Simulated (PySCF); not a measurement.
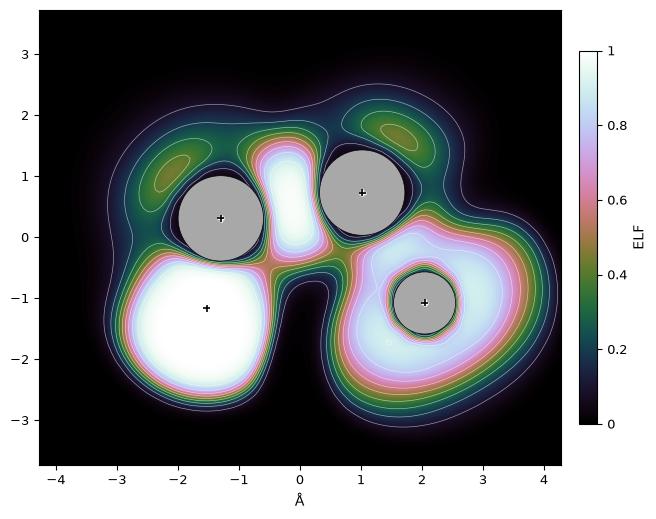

The electron localisation function on a plane through atoms (crosses mark nuclei in the plane; grey discs cover the cores).

Method: PBE0/pcSseg-1, SCF density, gas phase, non-relativistic (PySCF 2.14.0).

Candidates:
A. C7H11P (SMILES CC1C=CP(C)C=C1)
B. ClH5Si2 (SMILES [SiH3][SiH2]Cl)
C. C3H7N3Si (SMILES Cn1nncc1[SiH3])

Which system is this?

Answer. Candidate B: ClH5Si2 on the plane of atoms Si1, Si2 and Cl3, which holds Si, Cl and H. Si–Cl (2.08 Å): the ELF peaks at about 0.90 between the atoms; a polar covalent bond. Si–Si (2.36 Å): the ELF peaks at about 1 between the atoms (a covalent bond).
